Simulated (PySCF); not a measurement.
**C4H7BrN2Si: density, localisation and related maps**

Input

```
{"job": {"kind": "uv", "xc": "PBE0", "basis": "def2-SVPD", "nstates": 8, "ntriplets": 3}, "charge": 0, "multiplicity": 1}
C     -1.367793    -1.285505     0.460878
C     -0.873311     0.060700     0.082247
C     -1.558172     1.222967    -0.118949
N     -0.698681     2.229584    -0.457244
C      0.467561     1.671311    -0.455136
Br     2.057558     2.554080    -0.846023
N      0.462782     0.346173    -0.137150
Si     1.912841    -0.652025    -0.060414
H     -2.447866    -1.248202     0.574305
H     -0.926282    -1.610597     1.402458
H     -1.119529    -2.019758    -0.304914
H     -2.609675     1.412922    -0.045525
H      2.762909    -0.067358     0.971060
H      1.430650    -1.977668     0.307018
H      2.502594    -0.628635    -1.394523
```

Command:

```sh
OMP_NUM_THREADS=1 python probes_run.py task.json out
```

Geometry: GFN2-xTB.

These are results of PBE0/def2-SVPD, SCF density, gas phase (PySCF), not measurements.

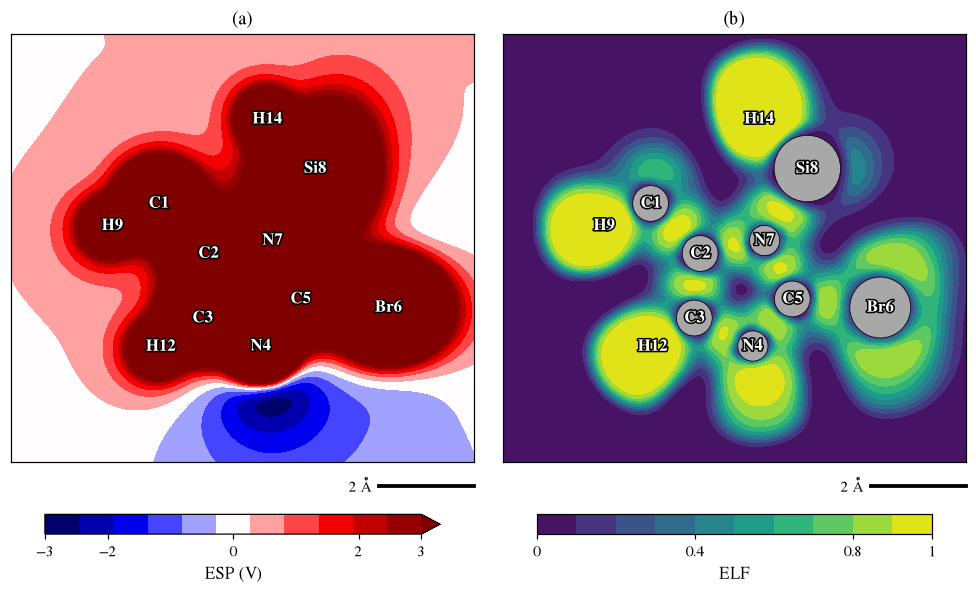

Figure 1. (a) electrostatic potential; (b) ELF on the plane of atoms C5, N7 and Si8. Grey discs cover the atomic cores in the ELF map.

### What do the fields say about this system?

- The plane passes through C, N, Br, Si and H nuclei.
- C–N (1.29 Å): the ELF peaks at about 0.90 between the atoms, as expected for localised, covalent bonding.
- C–C (1.36 Å): the ELF peaks at about 0.95 between the atoms (a covalent bond).
- Si–N (1.76 Å): the ELF peaks at about 0.95 between the atoms: a polar covalent bond.
- C–Br (1.86 Å): the ELF peaks at about 0.90 between the atoms; localised, covalent bonding.
- C–H (1.07 Å): the ELF climbs to about 1 towards the hydrogen, as it does in any bond to H; a covalent bond by its length.
- The ELF also peaks beside N4 and Br6, away from the bonds: lone-pair regions.
- Outside the dense part of the molecule the potential is most negative (−2.7 V) near N4.

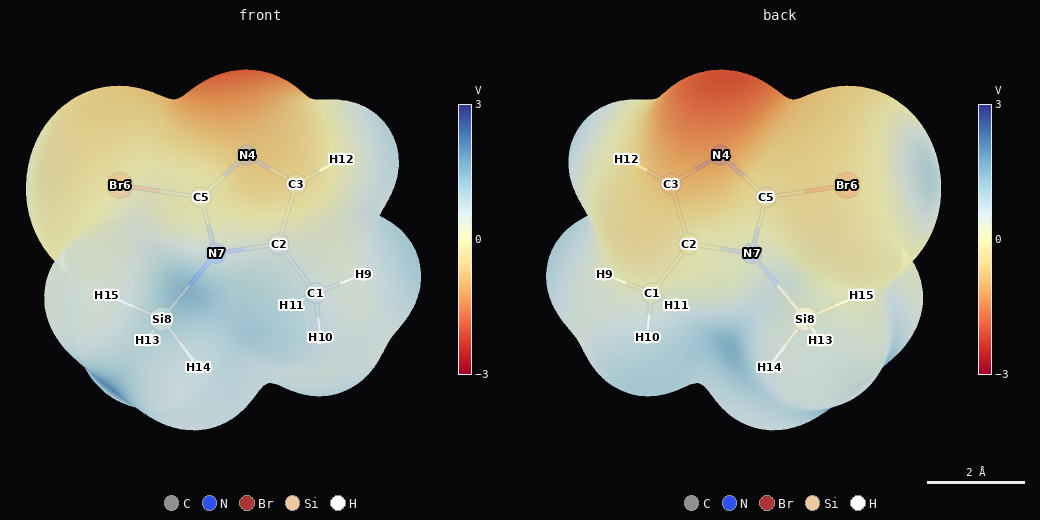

Figure 2. The electrostatic potential painted on the density surface at 0.002 e/bohr³, seen from the front and from behind; red is negative and blue positive.

### Where is the surface potential most negative and most positive?

The most negative region (about −2.0 V) lies over N4, the most positive (about +1.9 V) over Si8. Br6 shows a σ-hole: about +1.0 V at the tip opposite its bond, against about −0.3 V on its flanks. N4 is the likeliest acceptor of a hydrogen bond.

### How polar is the molecule by this calculation?

Its dipole moment is 3.95 D.
